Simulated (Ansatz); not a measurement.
**CH10S2Si3: molecular dynamics**

Aim: follow the molecule's vibrations and see whether its bonds hold. The start is relaxed first. Runs: 176 steps of 0.25 fs at constant energy (fourth-order Milne integrator), with velocities drawn for 2000 K. SMILES of the start: CS[Si]([SiH3])([SiH3])S.

All numbers below are computed with Ansatz 0.2.0 (UKS revPBE-D4/STO-3G).

### Step 1. The system as given

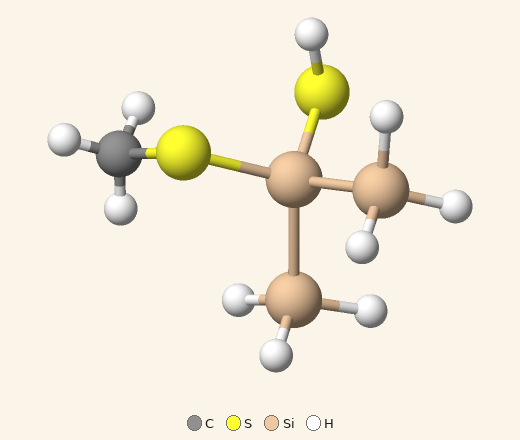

Start, viewed from a chosen angle; carbon grey, sulfur yellow, silicon light orange, hydrogen white.

As a file:

```xyz
16

C     0.7682   -1.6904    2.1563
S     0.6387    0.1238    1.8003
Si   -0.4077    0.2763   -0.1114
Si    0.8430   -0.7613   -1.8044
Si   -0.5173    2.4644   -0.8120
S    -2.3359   -0.5533    0.1870
H     1.2588   -1.7986    3.1020
H     1.3189   -2.1535    1.3600
H    -0.2789   -2.0570    2.2645
H     2.1081   -0.1491   -1.9719
H     0.0096   -0.6800   -3.0611
H     0.9949   -2.2019   -1.4585
H     0.7853    3.0935   -0.9707
H    -1.2476    2.5675   -2.0851
H    -1.2843    3.2677    0.1961
H    -2.6766    0.2290    1.2531
```

### Step 2. Relaxing the start

input.yaml reads:

```yaml
crystal:
  periodic: [false, false, false]
  atoms:
    - { symbol: C, position_ang: [0.7682, -1.6904, 2.1563] }
    - { symbol: S, position_ang: [0.6387, 0.1238, 1.8003] }
    - { symbol: Si, position_ang: [-0.4077, 0.2763, -0.1114] }
    - { symbol: Si, position_ang: [0.843, -0.7613, -1.8044] }
    - { symbol: Si, position_ang: [-0.5173, 2.4644, -0.812] }
    - { symbol: S, position_ang: [-2.3359, -0.5533, 0.187] }
    - { symbol: H, position_ang: [1.2588, -1.7986, 3.102] }
    - { symbol: H, position_ang: [1.3189, -2.1535, 1.36] }
    - { symbol: H, position_ang: [-0.2789, -2.057, 2.2645] }
    - { symbol: H, position_ang: [2.1081, -0.1491, -1.9719] }
    - { symbol: H, position_ang: [0.0096, -0.68, -3.0611] }
    - { symbol: H, position_ang: [0.9949, -2.2019, -1.4585] }
    - { symbol: H, position_ang: [0.7853, 3.0935, -0.9707] }
    - { symbol: H, position_ang: [-1.2476, 2.5675, -2.0851] }
    - { symbol: H, position_ang: [-1.2843, 3.2677, 0.1961] }
    - { symbol: H, position_ang: [-2.6766, 0.229, 1.2531] }
magnetization:
  spin_polarized: true
basis:
  gaussian: { orbitals: STO-3G }
hamiltonian:
  xc: revpbe
  dispersion: d4
relax:
  f_tol: 0.02
  max_steps: 40
```

Command:

```bash
$ ansatz run input.yaml --threads 1 --pin off --max-ram 2048MiB --backend cpu --events-out ev --progress --plain --runs-dir out
```

What it wrote, shortened:

```text
Warning: RAYON_NUM_THREADS=1 ignored (pool sized by the plan → 1); use --threads N
[...]
Functional definition: revPBE
[...]
782 factors; integrals over basis functions are off by at most 1.1e-5 eV
[...]
mean field -45968.89704651 eV, -1689.3258076219 hartree, gradient 1.6e-5 eV, S^2 0.000000; 0 other end points of the search recorded, 0 dependent functions left out
[...]
reference -45968.89708355 eV, -1689.3258089830 hartree; 45, 45 occupied and 15, 15 virtual orbitals, 782 factors
relax step   1: F+E_penalty+E_count = -45970.25330520 eV  Δ(F+E_penalty+E_count) = +0.000e0 eV  max|allowed force component| = 2.907e0 eV/Å  Δτ_max = 0.0000 Å  (24 SCF iters, accepted)
[...]
relax step   6: F+E_penalty+E_count = -45970.79118353 eV  Δ(F+E_penalty+E_count) = -1.276e-3 eV  max|allowed force component| = 2.525e-2 eV/Å  Δτ_max = 0.0466 Å  (25 SCF iters, accepted)
[...]
relax step   7: F+E_penalty+E_count = -45970.79161394 eV  Δ(F+E_penalty+E_count) = -4.304e-4 eV  max|allowed force component| = 1.914e-2 eV/Å  Δτ_max = 0.0355 Å  (25 SCF iters, accepted)
783 factors; integrals over basis functions are off by at most 1.4e-5 eV
[...]
mean field -45969.37895156 eV, -1689.3435173058 hartree, gradient 5.3e-6 eV, S^2 0.000000; 1 other end points of the search recorded, 0 dependent functions left out
[...]
reference -45969.37898782 eV, -1689.3435186381 hartree; 45, 45 occupied and 15, 15 virtual orbitals, 783 factors
Total energy: -45970.79165019 eV, -1689.3954330228 hartree
Atom 0 at     0.733340    -1.517743     2.045739 Å, force     0.000151    -0.014972    -0.003026 eV/Å
Atom 1 at     0.837112     0.285943     1.729256 Å, force     0.002481     0.006160     0.003011 eV/Å
Atom 2 at    -0.288091     0.292166    -0.111316 Å, force    -0.003138     0.006395    -0.011946 eV/Å
Atom 3 at     0.755909    -0.874278    -1.755686 Å, force     0.003762    -0.010759     0.010374 eV/Å
Atom 4 at    -0.547501     2.474373    -0.674887 Å, force    -0.009264    -0.002725     0.011646 eV/Å
Atom 5 at    -2.172710    -0.710412     0.188579 Å, force    -0.000818     0.019142     0.001691 eV/Å
Atom 6 at     1.047365    -1.715405     3.089233 Å, force     0.002468     0.000668    -0.004185 eV/Å
Atom 7 at     1.392196    -2.107755     1.373400 Å, force     0.003259    -0.001651     0.004925 eV/Å
Atom 8 at    -0.306631    -1.890504     1.917483 Å, force     0.000482     0.005195     0.000961 eV/Å
Atom 9 at     2.079597    -0.323200    -2.017524 Å, force    -0.000482    -0.000429     0.000445 eV/Å
Atom 10 at    -0.001913    -0.819815    -3.000359 Å, force    -0.003637     0.006174     0.005767 eV/Å
Atom 11 at     0.919140    -2.277159    -1.395744 Å, force     0.002121    -0.000552    -0.006315 eV/Å
Atom 12 at     0.743525     3.138036    -0.812260 Å, force    -0.000123    -0.005078     0.000129 eV/Å
Atom 13 at    -1.256163     2.606649    -1.941716 Å, force     0.001745    -0.005036     0.000184 eV/Å
Atom 14 at    -1.312563     3.185337     0.342277 Å, force    -0.002535     0.006291    -0.006626 eV/Å
Atom 15 at    -2.645413     0.230867     1.067725 Å, force     0.003527    -0.008821    -0.007035 eV/Å
Dipole moment:    -0.020155     0.041443    -0.017734 e Å
```

Run time: 98 s. Hardware: 1 thread of Arm Neoverse N1, shared host; peak memory 0.18 GiB.

The steps of the relaxation:

```tsv
step	energy from step 1 (eV)	largest force component (eV/Å)
1	0.0000	2.9068
2	-0.3887	1.1364
3	-0.5148	0.6780
4	-0.5304	0.1784
5	-0.5366	0.0269
6	-0.5379	0.0253
7	-0.5383	0.0191
```

Step 1 is the start.

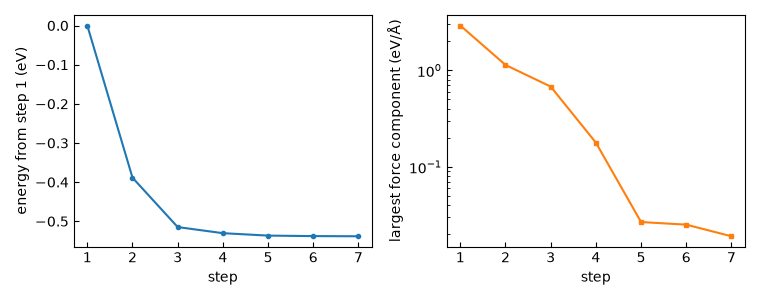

How energy and force went from step to step.

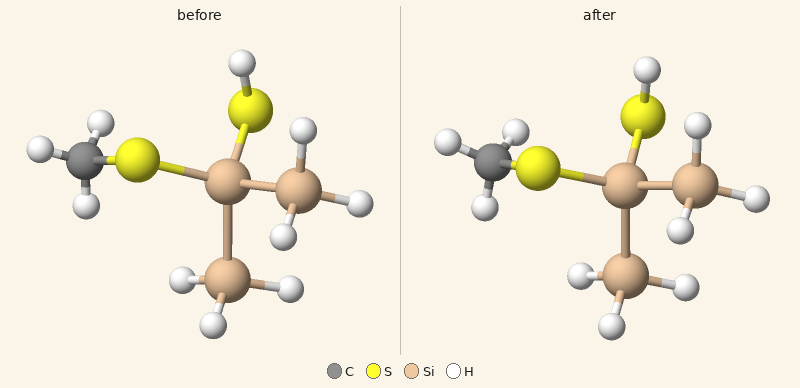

Before and after, at one scale.

After: Bond lengths (14 of 15 bonds, heavy atoms first): C1–S2 1.834 Å, S2–Si3 2.157 Å, Si3–Si4 2.270 Å, Si3–Si5 2.269 Å, Si3–S6 2.156 Å, C1–H7 1.108 Å, C1–H8 1.111 Å, C1–H9 1.112 Å, Si4–H10 1.458 Å, Si4–H11 1.458 Å, Si4–H12 1.457 Å, Si5–H13 1.458 Å, Si5–H14 1.458 Å, Si5–H15 1.458 Å. Angles (14 of 26 angles, heavy atoms first): C1–S2–Si3 96.9°, S2–Si3–Si4 112.1°, S2–Si3–Si5 105.9°, S2–Si3–S6 109.6°, Si4–Si3–Si5 111.5°, Si4–Si3–S6 105.3°, Si5–Si3–S6 112.5°, S2–C1–H7 108.8°, S2–C1–H8 112.6°, S2–C1–H9 111.3°, Si3–Si4–H10 110.7°, Si3–Si4–H11 111.1°, Si3–Si4–H12 111.5°, Si3–Si5–H13 111.1°.

### Step 3. Dynamics

176 steps of 0.25 fs at constant energy (fourth-order milne integrator), with velocities drawn for 2000 K, from the relaxed start.

input.yaml reads:

```yaml
crystal:
  periodic: [false, false, false]
  atoms:
    - { symbol: C, position_ang: [0.73334, -1.517743, 2.045739] }
    - { symbol: S, position_ang: [0.837112, 0.285943, 1.729256] }
    - { symbol: Si, position_ang: [-0.288091, 0.292166, -0.111316] }
    - { symbol: Si, position_ang: [0.755909, -0.874278, -1.755686] }
    - { symbol: Si, position_ang: [-0.547501, 2.474373, -0.674887] }
    - { symbol: S, position_ang: [-2.17271, -0.710412, 0.188579] }
    - { symbol: H, position_ang: [1.047365, -1.715405, 3.089233] }
    - { symbol: H, position_ang: [1.392196, -2.107755, 1.3734] }
    - { symbol: H, position_ang: [-0.306631, -1.890504, 1.917483] }
    - { symbol: H, position_ang: [2.079597, -0.3232, -2.017524] }
    - { symbol: H, position_ang: [-0.001913, -0.819815, -3.000359] }
    - { symbol: H, position_ang: [0.91914, -2.277159, -1.395744] }
    - { symbol: H, position_ang: [0.743525, 3.138036, -0.81226] }
    - { symbol: H, position_ang: [-1.256163, 2.606649, -1.941716] }
    - { symbol: H, position_ang: [-1.312563, 3.185337, 0.342277] }
    - { symbol: H, position_ang: [-2.645413, 0.230867, 1.067725] }
magnetization:
  spin_polarized: true
basis:
  gaussian: { orbitals: STO-3G }
hamiltonian:
  xc: revpbe
  dispersion: d4
md:
  timestep: 0.25
  n_steps: 176
  ensemble: nve_milne
  temperature: 2000.0
  initial_velocities: maxwell_boltzmann
  seed: 427900
```

Command:

```bash
$ ansatz run input.yaml --threads 1 --pin off --max-ram 2048MiB --backend cpu --events-out ev --progress --plain --runs-dir out
```

What it wrote, shortened:

```text
Warning: RAYON_NUM_THREADS=1 ignored (pool sized by the plan → 1); use --threads N
[...]
Functional definition: revPBE
[...]
783 factors; integrals over basis functions are off by at most 9.9e-6 eV
[...]
mean field -45969.37898292 eV, -1689.3435184580 hartree, gradient 1.3e-5 eV, S^2 0.000000; 0 other end points of the search recorded, 0 dependent functions left out
[...]
reference -45969.37901878 eV, -1689.3435197758 hartree; 45, 45 occupied and 15, 15 virtual orbitals, 783 factors
md step     0: t =     0.00 fs  T =  2000.0 K  F+E_penalty+E_count = -45970.79164549 eV  E_kin = 3.619280 eV  conserved = -45967.17236552 eV  (24 SCF iters)
[...]
md step    22: t =     5.50 fs  T =  1393.8 K  F+E_penalty+E_count = -45969.69460678 eV  E_kin = 2.522269 eV  conserved = -45967.17233774 eV  (21 SCF iters, 3 dispersion substeps)
[...]
md step    44: t =    11.00 fs  T =  1068.8 K  F+E_penalty+E_count = -45969.10643186 eV  E_kin = 1.934111 eV  conserved = -45967.17232054 eV  (21 SCF iters, 3 dispersion substeps)
[...]
md step    66: t =    16.50 fs  T =   834.4 K  F+E_penalty+E_count = -45968.68223382 eV  E_kin = 1.509904 eV  conserved = -45967.17232991 eV  (21 SCF iters, 3 dispersion substeps)
[...]
md step    86: t =    21.50 fs  T =  1029.0 K  F+E_penalty+E_count = -45969.03442993 eV  E_kin = 1.862093 eV  conserved = -45967.17233673 eV  (21 SCF iters, 3 dispersion substeps)
md step    87: t =    21.75 fs  T =   988.3 K  F+E_penalty+E_count = -45968.96088333 eV  E_kin = 1.788545 eV  conserved = -45967.17233790 eV  (21 SCF iters, 3 dispersion substeps)
```

### Step 4. More of the same log: dynamics from the start

The log, continued, shortened:

```text
md step    88: t =    22.00 fs  T =   951.0 K  F+E_penalty+E_count = -45968.89328611 eV  E_kin = 1.720952 eV  conserved = -45967.17233424 eV  (21 SCF iters, 3 dispersion substeps)
[...]
md step   110: t =    27.50 fs  T =   946.5 K  F+E_penalty+E_count = -45968.88509394 eV  E_kin = 1.712766 eV  conserved = -45967.17232832 eV  (21 SCF iters, 3 dispersion substeps)
[...]
md step   132: t =    33.00 fs  T =  1145.4 K  F+E_penalty+E_count = -45969.24506737 eV  E_kin = 2.072735 eV  conserved = -45967.17233276 eV  (22 SCF iters, 3 dispersion substeps)
[...]
md step   154: t =    38.50 fs  T =  1049.8 K  F+E_penalty+E_count = -45969.07216146 eV  E_kin = 1.899834 eV  conserved = -45967.17232786 eV  (22 SCF iters, 3 dispersion substeps)
[...]
Atom 6 at     0.344904    -1.779340     3.056183 Å, force     1.078016    -0.313787    -0.360784 eV/Å
Atom 7 at     1.984511    -1.950946     2.086102 Å, force     1.552448     0.019685     1.504046 eV/Å
Atom 8 at     0.600298    -2.322886     1.337492 Å, force    -1.015326     0.425242     0.004396 eV/Å
Atom 9 at     1.908556     0.150654    -1.487284 Å, force     1.336035     0.535786    -0.159565 eV/Å
Atom 10 at     0.363300    -0.747861    -3.102501 Å, force     0.299645     0.237023     1.358880 eV/Å
Atom 11 at     0.959454    -1.955200    -1.143368 Å, force     0.596809    -1.120660     0.108413 eV/Å
Atom 12 at     0.680199     2.995628     0.023300 Å, force     0.188276     0.616445     0.378160 eV/Å
Atom 13 at     0.239265     2.987245    -2.160132 Å, force     0.348200    -0.238010    -1.648106 eV/Å
Atom 14 at    -1.582894     3.228746    -0.701579 Å, force     0.248427     0.363445    -0.114188 eV/Å
Atom 15 at    -2.942336    -0.649975     1.583888 Å, force     1.229674     0.625015    -1.001085 eV/Å
Dipole moment:    -0.171245     0.022372    -0.045111 e Å
```

Wall time 35 min (1 thread of Arm Neoverse N1, shared host); peak memory 0.15 GiB.

### Step 5. What the atoms did

The trajectory, every 9 steps (energies from step 0):

```tsv
time (fs)	T (K)	potential energy change (meV/atom)	total energy change (meV/atom)
0.0	2000	0.0	0.00
2.2	1459	61.2	0.00
4.5	1411	66.7	0.00
6.8	1199	90.5	0.00
9.0	891	125.5	0.00
11.2	1097	102.1	0.00
13.5	1068	105.4	0.00
15.8	778	138.2	0.00
18.0	1134	98.0	0.00
20.2	1216	88.7	0.00
22.5	894	125.1	0.00
24.8	1023	110.5	0.00
27.0	1011	111.9	0.00
29.2	935	120.4	0.00
31.5	1318	77.1	0.00
33.8	969	116.6	0.00
36.0	702	146.9	0.00
38.2	1018	111.0	0.00
40.5	950	118.8	0.00
42.8	729	143.7	0.00
44.0	873	127.4	0.00
```

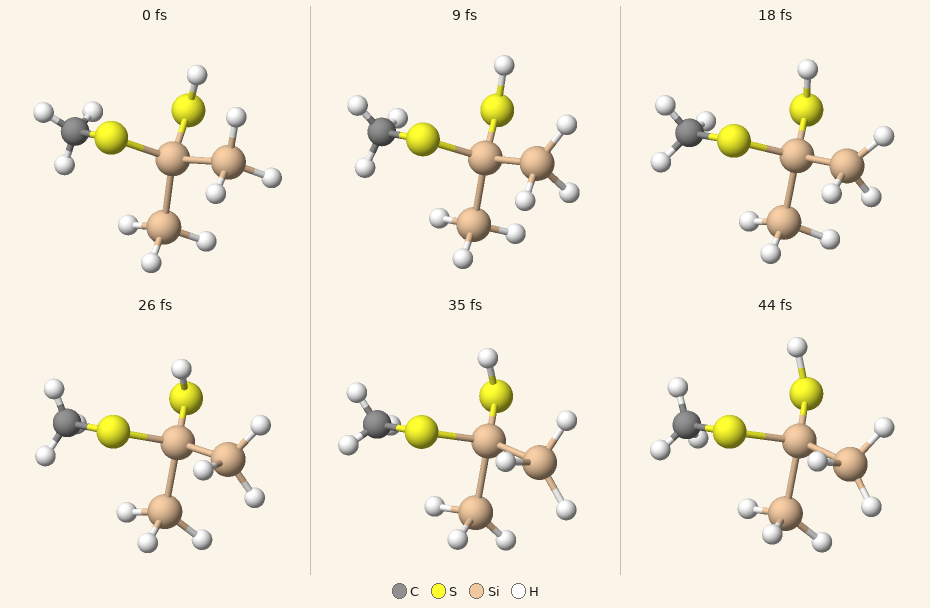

Six frames of the run, seen from a chosen angle. Sticks join atoms within a bonding distance in each frame.

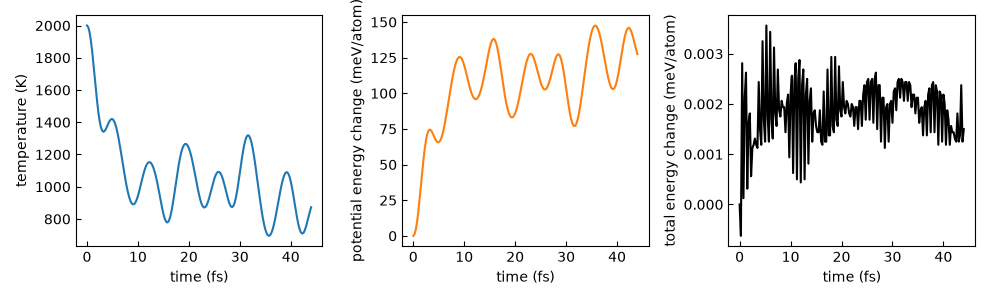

Time series of the run, each on its own scale.

### Step 6. Snapshots as a file

Extended XYZ, with forces in eV/Å:

```xyz
16
time_fs=7.2 T=1100 dE=1.6279
C     0.805   -1.534    2.097    0.217   -1.921   -2.753
S     0.805    0.234    1.649    0.489    0.480    0.786
Si   -0.345    0.307   -0.142    0.000    0.814    2.215
Si    0.748   -0.811   -1.682    0.939   -0.751   -0.467
Si   -0.497    2.478   -0.667   -0.893   -0.288   -3.163
S    -2.147   -0.712    0.212   -2.070   -1.071    0.168
H     0.872   -1.536    3.204    0.847   -0.751   -0.137
H     1.581   -2.195    1.418   -1.133    1.711    2.536
H    -0.146   -2.090    1.831    0.042    0.858    0.308
H     2.077   -0.041   -1.872   -1.374   -1.380    0.063
H    -0.105   -0.710   -2.842    0.190    0.003   -0.637
H     0.734   -2.295   -1.318    0.599    1.462   -0.353
H     0.835    3.033   -0.977   -0.396    0.276    0.683
H    -0.941    2.159   -2.120    0.212    0.852    1.563
H    -1.573    3.364   -0.120    0.948   -0.420   -0.007
H    -2.922   -0.058    1.207    1.384    0.127   -0.805
16
time_fs=14.8 T=869 dE=2.0468
C     0.856   -1.573    2.106    0.133    1.073    1.364
S     0.781    0.188    1.581    1.563    0.790    2.210
Si   -0.405    0.336   -0.136   -0.051    0.194    2.139
Si    0.736   -0.751   -1.618   -3.816    0.655   -3.450
Si   -0.453    2.474   -0.701    0.213    0.227    0.043
S    -2.146   -0.736    0.230   -1.334   -2.021   -1.339
H     0.972   -1.621    3.212   -1.255    0.712    0.377
H     1.838   -2.039    1.963    0.044   -0.823   -2.065
H    -0.096   -2.058    1.827    0.468   -0.899   -0.331
H     1.931   -0.131   -1.773    2.767    1.143   -0.396
H    -0.089   -0.604   -2.920    1.274   -0.408    1.285
H     0.829   -2.081   -1.293    0.395   -2.335    0.540
H     0.841    3.084   -0.840    0.465    0.326    0.472
H    -0.676    2.068   -2.001   -0.463    0.000   -2.534
H    -1.506    3.430   -0.523   -0.378    0.315    0.772
H    -2.746   -0.101    1.238   -0.024    1.053    0.913
16
time_fs=22.0 T=951 dE=1.8984
C     0.915   -1.589    2.148   -2.933    0.751   -0.133
S     0.781    0.156    1.549    1.719    0.900    2.511
Si   -0.462    0.367   -0.094    0.234   -0.888   -0.181
Si    0.707   -0.698   -1.597    5.076   -2.168    0.653
Si   -0.411    2.476   -0.759    0.163    1.585   -3.072
S    -2.172   -0.780    0.239   -1.475    0.620    1.088
H     0.709   -1.516    3.251    0.660   -0.491   -0.549
H     1.843   -2.038    1.879    1.990   -0.467    0.113
H     0.160   -2.289    1.718   -0.273    0.428    0.053
H     2.201   -0.133   -1.749   -2.564   -0.566    0.385
H     0.206   -0.644   -2.879   -0.979   -0.145   -2.195
H     1.052   -2.189   -1.204   -0.929    2.088   -0.551
H     0.874    3.202   -0.466   -0.740   -0.736   -0.158
H    -0.489    2.193   -2.318    0.336    0.703    2.230
H    -1.467    3.500   -0.588    0.116   -0.652    0.420
H    -2.412    0.088    1.325   -0.399   -0.962   -0.615
16
time_fs=29.2 T=935 dE=1.9271
C     0.930   -1.601    2.161    1.193   -0.834   -1.765
S     0.808    0.139    1.555    1.129    1.111    1.786
Si   -0.515    0.383   -0.055    0.727   -1.089   -2.156
Si    0.722   -0.667   -1.595   -3.248    0.332   -3.650
Si   -0.368    2.501   -0.849   -0.979    0.182    3.644
S    -2.221   -0.823    0.258   -0.509    0.916    0.784
H     0.626   -1.577    3.236    0.659   -0.459   -0.223
H     2.028   -1.968    1.919   -1.896    0.764    1.323
H     0.320   -2.372    1.621   -0.338    0.598    0.174
H     1.954   -0.134   -1.616    3.180    1.740    0.009
H     0.361   -0.776   -3.119    0.127    0.273    2.091
H     0.980   -1.942   -1.207    0.304   -2.915    0.909
H     0.734    3.082   -0.130    0.642    0.147   -0.103
H    -0.191    2.548   -2.201    0.382    0.029   -2.675
H    -1.464    3.361   -0.442   -0.342   -0.006   -0.230
H    -2.280    0.022    1.359   -1.032   -0.788    0.081
16
time_fs=36.8 T=773 dE=2.2211
C     0.943   -1.620    2.123    1.156    0.742    0.961
S     0.853    0.139    1.590    0.050    1.183    0.763
Si   -0.556    0.380   -0.051    0.958   -0.877   -1.383
Si    0.734   -0.646   -1.625    2.334   -1.197    3.335
Si   -0.333    2.536   -0.910    0.471    0.122    0.930
S    -2.280   -0.857    0.286   -0.046   -0.089   -0.767
H     0.706   -1.799    3.179   -1.656    0.584    0.686
H     2.052   -1.786    2.320   -0.617   -0.804   -1.986
H     0.300   -2.290    1.525    0.843   -0.531   -0.401
H     2.091    0.165   -1.476   -1.916   -1.445   -0.464
H     0.434   -0.823   -2.968   -0.600    0.102   -2.013
H     0.889   -2.105   -1.085    0.216    1.857   -0.810
H     0.717    2.950    0.061   -0.300    0.273   -0.736
H     0.153    2.893   -2.363   -0.950   -0.774    1.956
H    -1.553    3.190   -0.423    0.180    0.452   -0.667
H    -2.611   -0.330    1.484   -0.123    0.402    0.597
16
time_fs=44.0 T=873 dE=2.0391
C     0.961   -1.620    2.124   -2.068    0.066   -1.532
S     0.898    0.157    1.636   -0.585    0.792   -0.571
Si   -0.579    0.362   -0.071    1.247   -0.314    0.161
Si    0.757   -0.643   -1.633   -2.403   -0.323   -1.097
Si   -0.301    2.565   -0.937   -1.541   -1.229    2.983
S    -2.341   -0.884    0.312   -0.513   -0.142   -0.014
H     0.345   -1.779    3.056    1.078   -0.314   -0.361
H     1.984   -1.951    2.086    1.552    0.020    1.504
H     0.600   -2.323    1.337   -1.015    0.425    0.004
H     1.909    0.151   -1.487    1.336    0.536   -0.160
H     0.363   -0.748   -3.103    0.300    0.237    1.359
H     0.960   -1.955   -1.143    0.597   -1.121    0.108
H     0.680    2.996    0.023    0.188    0.616    0.378
H     0.239    2.987   -2.160    0.348   -0.238   -1.648
H    -1.583    3.229   -0.702    0.248    0.363   -0.114
H    -2.942   -0.650    1.584    1.230    0.625   -1.001
```

### Step 7. Summary of results

| quantity | value |
| --- | --- |
| relaxation of the start | 6 moves, 0.538 eV lower |
| length | 176 steps of 0.25 fs |
| temperature, first and last step | 2000 and 873 K |
| temperature, second half | mean 956 K, from 695 to 1318 K |
| potential energy, second half | +118 meV/atom from the start |
| largest change of the total energy | 0.00 meV/atom |
| bonds formed or broken | 0 |

**Reading.** The temperature starts at 2000 K and averages 956 K in the second half, where it ranges from 695 to 1318 K; a mean near half the start is what vibrations about a minimum give, since they share energy equally between motion and strain. The total energy strays from its start by at most 0.00 meV/atom, under 0.1 % of the mean kinetic energy, which is good for a step of 0.25 fs. The bonding pattern survives the run. A run of 44 fs with 16 atoms shows the motion but fixes no equilibrium value. The nuclei move classically, without zero-point motion, which matters most for hydrogen. The basis is very small, so the numbers are rough.
